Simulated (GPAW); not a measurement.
Consider CaCu2S2 (P-3m1).

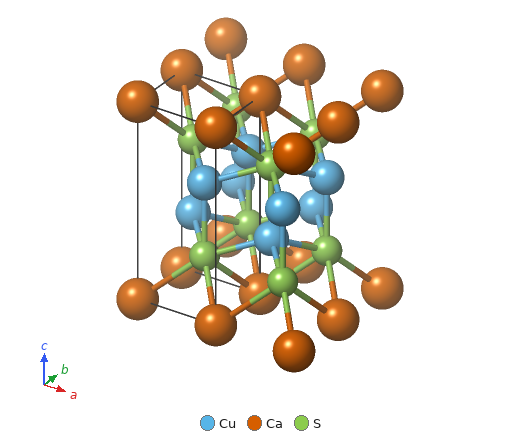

The structure (copper blue, calcium orange, sulfur green). Bonds to atoms that aren't drawn are left out. 2×2×1 cells are drawn. Some periodic images of atoms are drawn too.

```
Cu Ca S
1.0
     3.94000    0.00000    0.00000
    -1.97000    3.41214    0.00000
     0.00000    0.00000    6.52300
Cu Ca S
2 1 2
Direct
  0.66667 0.33333 0.62351
  0.33333 0.66667 0.37649
  0.00000 0.00000 0.00000
  0.66667 0.33333 0.25370
  0.33333 0.66667 0.74630
```

Absorber: atom 4, with 4 Cu at 2.41 Å and 3 Ca at 2.81 Å (7-fold, site symmetry 3m). Method: GPAW, LDA, full core hole (charged cell), 15-atom cell with 6.8 Å between holes, 4×4×4 k points, dipole transitions, Gaussian full width 0.9 eV up to 4 eV, rising linearly to 3.5 eV at 25 eV.

**Question.** Where do the maxima of the S K edge fall?

Main maxima up to 24 eV above the zero (height): 3.4 eV (1.75), 5.5 eV (2.06) and 14.4 eV (0.96). A K edge sees empty p states on the absorber. The total-energy difference plus the lowest empty eigenvalue puts the zero at 2474.35 eV. One term is added: -16.82 eV, since the hole is spin-paired here and a spin-polarised one costs that much less in the free atom (computed apart). The photon energy is then 2457.53 eV. The functional and the charged cell's background leave an error in such absolute values: in the free atom LDA prices this hole 9.1 eV below PBE (computed apart), and PBE is itself good to a few eV.

The S K spectrum (energy from the lowest empty level; intensity scaled to a mean of 1 over the first 20 eV; polarised curves are means over the symmetry-equivalent atoms):

| E (eV) | isotropic | ε ⊥ c | ε ∥ c |
| --- | --- | --- | --- |
| -2.0 | 0.00 | 0.00 | 0.00 |
| -0.5 | 0.00 | 0.00 | 0.00 |
| 1.0 | 0.53 | 0.40 | 0.79 |
| 2.5 | 1.47 | 1.56 | 1.30 |
| 4.0 | 1.64 | 1.77 | 1.38 |
| 5.5 | 2.06 | 1.93 | 2.32 |
| 7.0 | 1.26 | 1.37 | 1.03 |
| 8.5 | 0.72 | 0.78 | 0.60 |
| 10.0 | 0.66 | 0.62 | 0.74 |
| 11.5 | 0.72 | 0.63 | 0.90 |
| 13.0 | 0.88 | 0.87 | 0.91 |
| 14.5 | 0.96 | 1.02 | 0.83 |
| 16.0 | 0.90 | 0.91 | 0.89 |
| 17.5 | 0.75 | 0.72 | 0.83 |
| 19.0 | 0.66 | 0.70 | 0.59 |
| 20.5 | 0.66 | 0.69 | 0.60 |
| 22.0 | 0.74 | 0.72 | 0.79 |
| 23.5 | 0.95 | 0.90 | 1.04 |
| 25.0 | 1.17 | 1.16 | 1.20 |
| 26.5 | 1.21 | 1.24 | 1.17 |
| 28.0 | 1.06 | 1.08 | 1.02 |

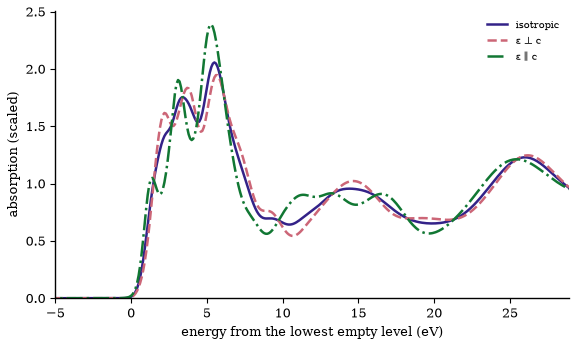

The S K edge.

The mesh is coarse (0.28 Å⁻¹ between points), so small maxima may be mesh ripples. The structure is a published determination, not relaxed.

[Banner, clock and machine lines of the logs are left out without a mark of their own.]

[Logs are printed without paths, hosts, clocks, repeated set-up lines and the standing remarks that a program may print on its own settings, such as how far it seeks lower states.]

[Hosts, paths, dates, database ids (printed as entryN), source tags and the programs' standing remarks are cut or masked in the printed files.]

[Lists of maxima count a maximum above −3 eV only where it reaches 4 % of the highest in the window and stands out from its surroundings by 2 % of it (1.5 % where it reaches 55 %); shoulders and weaker maxima are passed over, and of the rest the first, up to two pre-edge ones and the few strongest are named.]
